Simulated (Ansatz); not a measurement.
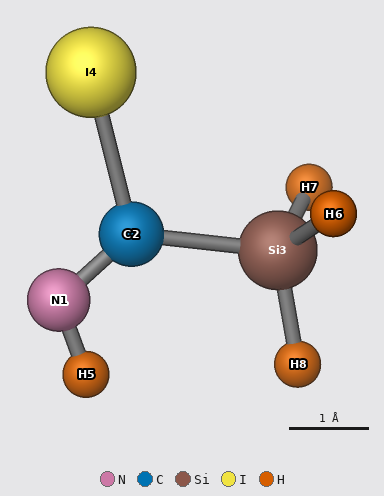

Fig. 1: The input geometry (ball-and-stick view, seen at a tilt; atoms are numbered from 1 in the order of the input). Bond lengths as drawn: C–I 2.15 Å, C–N 1.25 Å, C–Si 1.89 Å, H–N 1.02 Å and H–Si 1.48 to 1.49 Å.

**CH$_{4}$INSi: molecular dynamics**

- system: CH$_{4}$INSi, SMILES N=C([SiH3])I
- method: RKS BLYP/def2-SVP (Ansatz 0.2.0)

The geometry comes from this level: PBE0-D4/def2-TZVP. Figures and captions count atoms from 1; the log counts them from 0 in places.

### Input
```yaml
crystal:
  periodic: [false, false, false]
  atoms:
    - {symbol: N, position_ang: [-0.426166, 1.586384, -0.925284]}
    - {symbol: C, position_ang: [-0.504118, 0.382312, -0.606153]}
    - {symbol: Si, position_ang: [0.490495, -0.638284, 0.636920]}
    - {symbol: I, position_ang: [-1.995743, -0.816411, -1.584713]}
    - {symbol: H, position_ang: [0.311283, 2.068218, -0.405526]}
    - {symbol: H, position_ang: [1.163759, -1.741023, -0.087121]}
    - {symbol: H, position_ang: [-0.437279, -1.172708, 1.660251]}
    - {symbol: H, position_ang: [1.489769, 0.274312, 1.255726]}
basis:
  gaussian: {orbitals: def2-SVP}
hamiltonian: {xc: {name: BLYP}}
md: {timestep: 0.5 fs, n_steps: 20, ensemble: nvt_langevin, temperature: 300, initial_velocities: maxwell_boltzmann, friction: 0.01, seed: 748}
```

Run on 4 threads of Arm Neoverse V2, 23 GiB of memory available, shared host.

Command:
```bash
ansatz run in.yaml --threads 4 --pin off --events-out ev --progress --plain --max-ram 10444MiB
```

### What the program printed
```
Functional definition: BLYP
  name "BLYP"
  cite "Becke, Phys. Rev. A 38, 3098 (1988) doi:10.1103/PhysRevA.38.3098"
  cite "Lee, Yang & Parr, Phys. Rev. B 37, 785 (1988) doi:10.1103/PhysRevB.37.785"
  parameter beta = 0.0042
  parameter a = 0.04918
  parameter b = 0.132
  parameter c = 0.2533
  parameter d = 0.349
  exchange = b88_x(beta = beta)
  correlation = lyp_c(a = a, b = b, c = c, d = d)
1074 factors; their error is unknown
mean field evaluation 1: about -18550.9045 eV, gradient 6.8e1 eV
mean field evaluation 2: about -18465.7394 eV, gradient 1.6e2 eV
mean field evaluation 4: about -18559.0926 eV, gradient 3.9e1 eV
mean field evaluation 8: about -18562.6660 eV, gradient 2.8e-1 eV
mean field evaluation 16: about -18562.6084 eV, gradient 3.1e-4 eV
mean field -18562.60843989 eV, -682.1632779781 hartree, gradient 3.4e-5 eV, S^2 0.000000; 0 other end points of the search recorded, 0 dependent functions left out
the calculation of the forces begins
reference -18562.60877100 eV, -682.1632901459 hartree; 28, 28 occupied and 64, 64 virtual orbitals, 1074 factors
md step     0: t =     0.00 fs  T =   262.5 K  F+E_penalty+E_count = -18562.60843989 eV  E_kin = 0.271446 eV  (29 SCF iters)
these checks for a lower state are left out or cut short: starts, cluster_reference, orbital_swaps, neighbouring_geometries, increment
1074 factors; their error is unknown
mean field -18562.60364644 eV, -682.1631018219 hartree, gradient 2.3e-5 eV, S^2 0.000000; 0 other end points of the search recorded, 0 dependent functions left out
[... from here on the field's lines of each further geometry are left out, up to the last ...]
md step     1: t =     0.50 fs  T =   261.8 K  F+E_penalty+E_count = -18562.60364644 eV  E_kin = 0.270704 eV  (32 SCF iters)
md step     2: t =     1.00 fs  T =   251.3 K  F+E_penalty+E_count = -18562.59889842 eV  E_kin = 0.259821 eV  (32 SCF iters)
md step     3: t =     1.50 fs  T =   228.6 K  F+E_penalty+E_count = -18562.59495567 eV  E_kin = 0.236378 eV  (30 SCF iters)
md step     4: t =     2.00 fs  T =   228.4 K  F+E_penalty+E_count = -18562.59182776 eV  E_kin = 0.236181 eV  (32 SCF iters)
md step     5: t =     2.50 fs  T =   216.1 K  F+E_penalty+E_count = -18562.58853295 eV  E_kin = 0.223425 eV  (32 SCF iters)
md step     6: t =     3.00 fs  T =   231.7 K  F+E_penalty+E_count = -18562.58444985 eV  E_kin = 0.239552 eV  (32 SCF iters)
md step     7: t =     3.50 fs  T =   232.9 K  F+E_penalty+E_count = -18562.57914029 eV  E_kin = 0.240873 eV  (32 SCF iters)
md step     8: t =     4.00 fs  T =   211.9 K  F+E_penalty+E_count = -18562.57236127 eV  E_kin = 0.219097 eV  (32 SCF iters)
md step     9: t =     4.50 fs  T =   212.8 K  F+E_penalty+E_count = -18562.56472700 eV  E_kin = 0.220013 eV  (32 SCF iters)
md step    10: t =     5.00 fs  T =   196.2 K  F+E_penalty+E_count = -18562.55732265 eV  E_kin = 0.202880 eV  (32 SCF iters)
md step    11: t =     5.50 fs  T =   186.0 K  F+E_penalty+E_count = -18562.55078017 eV  E_kin = 0.192299 eV  (32 SCF iters)
md step    12: t =     6.00 fs  T =   174.2 K  F+E_penalty+E_count = -18562.54529663 eV  E_kin = 0.180093 eV  (32 SCF iters)
md step    13: t =     6.50 fs  T =   177.1 K  F+E_penalty+E_count = -18562.54177146 eV  E_kin = 0.183085 eV  (32 SCF iters)
md step    14: t =     7.00 fs  T =   178.9 K  F+E_penalty+E_count = -18562.54035296 eV  E_kin = 0.184970 eV  (32 SCF iters)
md step    15: t =     7.50 fs  T =   200.6 K  F+E_penalty+E_count = -18562.53936204 eV  E_kin = 0.207479 eV  (32 SCF iters)
md step    16: t =     8.00 fs  T =   203.8 K  F+E_penalty+E_count = -18562.53715026 eV  E_kin = 0.210699 eV  (31 SCF iters)
md step    17: t =     8.50 fs  T =   213.5 K  F+E_penalty+E_count = -18562.53335773 eV  E_kin = 0.220751 eV  (32 SCF iters)
md step    18: t =     9.00 fs  T =   224.6 K  F+E_penalty+E_count = -18562.52775749 eV  E_kin = 0.232286 eV  (30 SCF iters)
md step    19: t =     9.50 fs  T =   228.1 K  F+E_penalty+E_count = -18562.52091839 eV  E_kin = 0.235829 eV  (31 SCF iters)
the calculation of the forces begins
reference -18562.51459610 eV, -682.1598292826 hartree; 28, 28 occupied and 64, 64 virtual orbitals, 1074 factors
1074 factors; their error is unknown
mean field evaluation 192: about -18562.5722 eV, gradient 1.3e-1 eV
mean field -18562.51426080 eV, -682.1598169604 hartree, gradient 2.7e-5 eV, S^2 0.000000; 1 other end points of the search recorded, 0 dependent functions left out
the calculation of the forces begins
reference -18562.51459610 eV, -682.1598292826 hartree; 28, 28 occupied and 64, 64 virtual orbitals, 1074 factors
md step    20: t =    10.00 fs  T =   222.1 K  F+E_penalty+E_count = -18562.51426080 eV  E_kin = 0.229676 eV  (30 SCF iters)
```

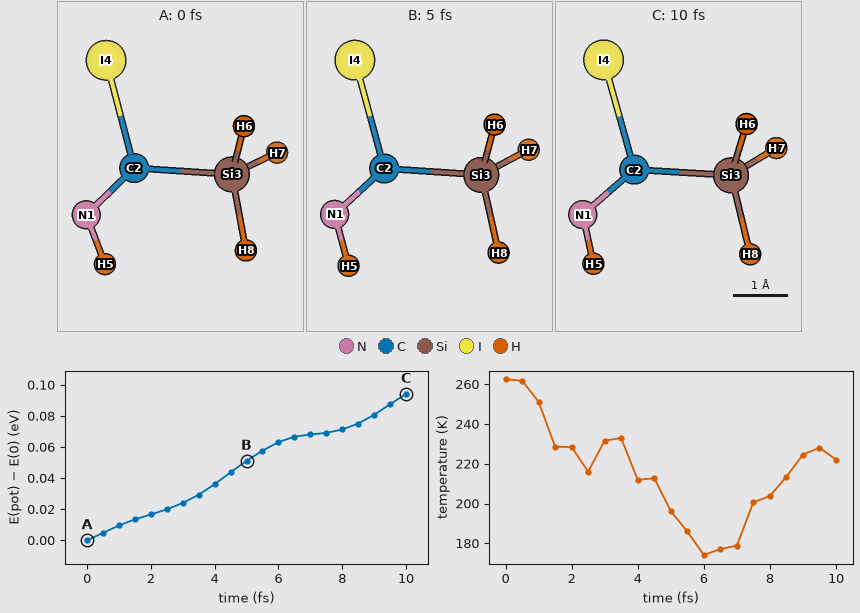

Fig. 2: Frames of the molecular dynamics (ball-and-stick, seen at a tilt) above the curves, on which the letters mark them. The trajectory kept here has 21 frames over 10 fs. The temperature starts at 262 K, ranges from 174 to 262 K and averages 200 K over the second half. The potential energy ends 0.094 eV above its first value. After an unweighted best fit of the last frame on the first, the root-mean-square displacement is 0.12 Å, and H5 has moved furthest (0.21 Å).

```
Total energy: -18562.51459610 eV, -682.1598292826 hartree
Atom 0 at    -0.476775     1.613677    -0.912864 Å, force    -0.729371    -0.982868    -0.300078 eV/Å
Atom 1 at    -0.533014     0.402509    -0.526760 Å, force     0.463500     1.159752    -0.726328 eV/Å
Atom 2 at     0.532437    -0.625527     0.654564 Å, force     0.105442    -0.489418     0.510871 eV/Å
Atom 3 at    -1.995351    -0.826750    -1.590938 Å, force    -0.501060    -0.424786    -0.120035 eV/Å
Atom 4 at     0.290453     2.168057    -0.551257 Å, force     0.673977     0.387178     0.699495 eV/Å
Atom 5 at     1.230413    -1.783713    -0.064733 Å, force     0.028707     0.681636     0.156545 eV/Å
Atom 6 at    -0.390550    -1.289507     1.609563 Å, force    -0.196932    -0.078390     0.175404 eV/Å
Atom 7 at     1.363162     0.336145     1.489048 Å, force     0.155737    -0.253104    -0.395875 eV/Å
Dipole moment:     0.441083     0.044454     0.278643 e Å
```

### Trajectory as extended XYZ (Å, eV, eV/Å), 12 of the 21 frames kept, from step=0 to step=20
```
8
Properties=species:S:1:pos:R:3:forces:R:3 step=0 time_fs=0.0 energy=-18562.60844 temperature=262.5
N    -0.4262    1.5864   -0.9253   -0.2556   1.0441  -0.5730
C    -0.5041    0.3823   -0.6062    0.2402  -0.5273   0.3911
Si    0.4905   -0.6383    0.6369    0.1107  -0.1061   0.1359
I    -1.9957   -0.8164   -1.5847   -0.7572  -0.5966  -0.5005
H     0.3113    2.0682   -0.4055    0.4409   0.3744   0.2827
H     1.1638   -1.7410   -0.0871    0.1517  -0.2137  -0.0885
H    -0.4373   -1.1727    1.6603   -0.1280  -0.1145   0.2168
H     1.4898    0.2743    1.2557    0.1974   0.1400   0.1354
8
Properties=species:S:1:pos:R:3:forces:R:3 step=2 time_fs=1.0 energy=-18562.59890 temperature=251.3
N    -0.4309    1.5865   -0.9234   -0.3916   1.0620  -0.7429
C    -0.5091    0.3859   -0.5998    0.2920  -0.6458   0.4189
Si    0.4952   -0.6365    0.6379   -0.3166  -0.1213   0.3946
I    -1.9956   -0.8171   -1.5857   -0.7603  -0.5945  -0.4731
H     0.3141    2.0748   -0.4311    0.5639   0.4551   0.4212
H     1.1533   -1.7359   -0.0822    0.2996  -0.3297  -0.1990
H    -0.4387   -1.1919    1.6643   -0.0040  -0.0218   0.0469
H     1.4640    0.2771    1.2871    0.3171   0.1960   0.1334
8
Properties=species:S:1:pos:R:3:forces:R:3 step=4 time_fs=2.0 energy=-18562.59183 temperature=228.4
N    -0.4359    1.5871   -0.9225   -0.2432   1.1500  -0.6783
C    -0.5131    0.3880   -0.5931    0.3529  -0.6078   0.3993
Si    0.5001   -0.6352    0.6387   -0.6483  -0.1435   0.6654
I    -1.9954   -0.8177   -1.5864   -0.7575  -0.5897  -0.4442
H     0.3219    2.0881   -0.4520    0.3798   0.3094   0.3580
H     1.1479   -1.7338   -0.0780    0.4035  -0.3919  -0.2676
H    -0.4411   -1.2083    1.6711    0.1309   0.0712  -0.1332
H     1.4405    0.2830    1.3182    0.3818   0.2023   0.1006
8
Properties=species:S:1:pos:R:3:forces:R:3 step=5 time_fs=2.5 energy=-18562.58853 temperature=216.1
N    -0.4385    1.5876   -0.9224   -0.1201   1.1829  -0.5986
C    -0.5150    0.3887   -0.5894    0.3841  -0.5330   0.3652
Si    0.5024   -0.6346    0.6390   -0.7567  -0.1585   0.8141
I    -1.9954   -0.8181   -1.5866   -0.7529  -0.5862  -0.4290
H     0.3257    2.0965   -0.4609    0.2327   0.1916   0.2948
H     1.1464   -1.7357   -0.0756    0.4323  -0.3873  -0.2799
H    -0.4435   -1.2163    1.6749    0.2055   0.1225  -0.2262
H     1.4311    0.2879    1.3336    0.3751   0.1681   0.0596
8
Properties=species:S:1:pos:R:3:forces:R:3 step=7 time_fs=3.5 energy=-18562.57914 temperature=232.9
N    -0.4444    1.5893   -0.9217    0.2303   1.2415  -0.3555
C    -0.5185    0.3891   -0.5815    0.4495  -0.2865   0.2644
Si    0.5069   -0.6335    0.6398   -0.8612  -0.1927   1.0429
I    -1.9955   -0.8190   -1.5870   -0.7369  -0.5743  -0.3964
H     0.3349    2.1161   -0.4743   -0.1770  -0.1353   0.1106
H     1.1466   -1.7416   -0.0711    0.4575  -0.3267  -0.2742
H    -0.4453   -1.2323    1.6785    0.3034   0.1981  -0.3510
H     1.4144    0.2985    1.3646    0.3343   0.0759  -0.0409
8
Properties=species:S:1:pos:R:3:forces:R:3 step=9 time_fs=4.5 energy=-18562.56473 temperature=212.8
N    -0.4505    1.5926   -0.9214    0.5153   1.1017  -0.1045
C    -0.5223    0.3885   -0.5731    0.5074   0.1207   0.0968
Si    0.5113   -0.6320    0.6408   -0.8638  -0.3215   1.1223
I    -1.9955   -0.8199   -1.5874   -0.7143  -0.5561  -0.3607
H     0.3427    2.1346   -0.4856   -0.5274  -0.4261  -0.0278
H     1.1506   -1.7518   -0.0696    0.4208  -0.1710  -0.2078
H    -0.4428   -1.2458    1.6777    0.3398   0.2357  -0.4034
H     1.3984    0.3070    1.3909    0.3221   0.0166  -0.1148
8
Properties=species:S:1:pos:R:3:forces:R:3 step=11 time_fs=5.5 energy=-18562.55078 temperature=186.0
N    -0.4561    1.5962   -0.9204    0.6159   0.8302   0.0408
C    -0.5254    0.3883   -0.5642    0.5339   0.5064  -0.0959
Si    0.5149   -0.6305    0.6423   -0.7420  -0.4804   1.1185
I    -1.9955   -0.8207   -1.5879   -0.6855  -0.5341  -0.3200
H     0.3455    2.1489   -0.4990   -0.6762  -0.5678  -0.0493
H     1.1594   -1.7658   -0.0699    0.3289   0.0642  -0.0914
H    -0.4387   -1.2568    1.6736    0.3391   0.2478  -0.4067
H     1.3856    0.3179    1.4131    0.2859  -0.0663  -0.1961
8
Properties=species:S:1:pos:R:3:forces:R:3 step=13 time_fs=6.5 energy=-18562.54177 temperature=177.1
N    -0.4609    1.6001   -0.9189    0.5276   0.4606   0.0810
C    -0.5276    0.3888   -0.5560    0.5400   0.8295  -0.2761
Si    0.5187   -0.6290    0.6441   -0.5706  -0.5827   1.0872
I    -1.9954   -0.8218   -1.5885   -0.6503  -0.5095  -0.2770
H     0.3416    2.1583   -0.5129   -0.6187  -0.5540   0.0282
H     1.1714   -1.7772   -0.0689    0.2406   0.2686   0.0034
H    -0.4303   -1.2653    1.6678    0.2947   0.2331  -0.3678
H     1.3781    0.3263    1.4336    0.2369  -0.1456  -0.2790
8
Properties=species:S:1:pos:R:3:forces:R:3 step=15 time_fs=7.5 energy=-18562.53936 temperature=200.6
N    -0.4655    1.6043   -0.9176    0.2950   0.0543   0.0439
C    -0.5291    0.3909   -0.5482    0.5329   1.0644  -0.4312
Si    0.5227   -0.6275    0.6465   -0.3607  -0.6259   0.9594
I    -1.9955   -0.8231   -1.5892   -0.6091  -0.4850  -0.2324
H     0.3305    2.1662   -0.5267   -0.3997  -0.4218   0.1690
H     1.1861   -1.7842   -0.0697    0.1584   0.4411   0.0814
H    -0.4188   -1.2725    1.6549    0.1889   0.1751  -0.2519
H     1.3750    0.3313    1.4506    0.1943  -0.2022  -0.3382
8
Properties=species:S:1:pos:R:3:forces:R:3 step=16 time_fs=8.0 energy=-18562.53715 temperature=203.8
N    -0.4678    1.6065   -0.9169    0.1179  -0.1680  -0.0050
C    -0.5300    0.3926   -0.5442    0.5270   1.1417  -0.5031
Si    0.5247   -0.6269    0.6478   -0.2484  -0.6178   0.8873
I    -1.9955   -0.8239   -1.5896   -0.5878  -0.4726  -0.2099
H     0.3227    2.1687   -0.5333   -0.2229  -0.3003   0.2652
H     1.1938   -1.7871   -0.0692    0.1223   0.5157   0.1112
H    -0.4132   -1.2754    1.6467    0.1222   0.1347  -0.1767
H     1.3737    0.3339    1.4592    0.1698  -0.2334  -0.3690
8
Properties=species:S:1:pos:R:3:forces:R:3 step=18 time_fs=9.0 energy=-18562.52776 temperature=224.6
N    -0.4722    1.6105   -0.9154   -0.3162  -0.6182  -0.1470
C    -0.5317    0.3972   -0.5358    0.5059   1.2065  -0.6276
Si    0.5286   -0.6260    0.6508   -0.0421  -0.5564   0.7184
I    -1.9955   -0.8254   -1.5903   -0.5443  -0.4483  -0.1651
H     0.3054    2.1702   -0.5442    0.2256   0.0306   0.4885
H     1.2107   -1.7889   -0.0678    0.0649   0.6274   0.1502
H    -0.4012   -1.2809    1.6293   -0.0337   0.0326  -0.0051
H     1.3695    0.3375    1.4760    0.1398  -0.2742  -0.4122
8
Properties=species:S:1:pos:R:3:forces:R:3 step=20 time_fs=10.0 energy=-18562.51426 temperature=222.1
N    -0.4768    1.6137   -0.9129   -0.7294  -0.9829  -0.3001
C    -0.5330    0.4025   -0.5268    0.4635   1.1598  -0.7263
Si    0.5324   -0.6255    0.6546    0.1054  -0.4894   0.5109
I    -1.9954   -0.8267   -1.5909   -0.5011  -0.4248  -0.1200
H     0.2905    2.1681   -0.5513    0.6740   0.3872   0.6995
H     1.2304   -1.7837   -0.0647    0.0287   0.6816   0.1565
H    -0.3906   -1.2895    1.6096   -0.1969  -0.0784   0.1754
H     1.3632    0.3361    1.4890    0.1557  -0.2531  -0.3959
```

### Key numbers

```json
{"quantity": "outcome", "value": "finished"}
{"quantity": "mean temperature over the second half", "value": "200 K"}
{"quantity": "trajectory", "value": "20 steps, 10 fs"}
{"quantity": "ensemble", "value": "nvt_langevin"}
{"quantity": "temperature in the input", "value": "300 K"}
{"quantity": "time step", "value": "0.5 fs"}
{"quantity": "potential energy (last step)", "value": "−18562.5146 eV"}
{"quantity": "SCF solution under orbital rotations (last step)", "value": "stable"}
{"quantity": "largest force (length of the vector) (last step)", "value": "1.445 eV/Å"}
{"quantity": "dipole moment (last step)", "value": "2.52 D"}
{"quantity": "wall time", "value": "20 s (CPU time 73 s)"}
{"quantity": "peak memory", "value": "0.42 GiB"}
```

### Remarks

So short a trajectory is not equilibrated. The logged temperature at the start can lie below the typed one, since it is counted over all degrees of freedom. The temperature stays far from the 300 K of the thermostat over the second half: the run isn't equilibrated.
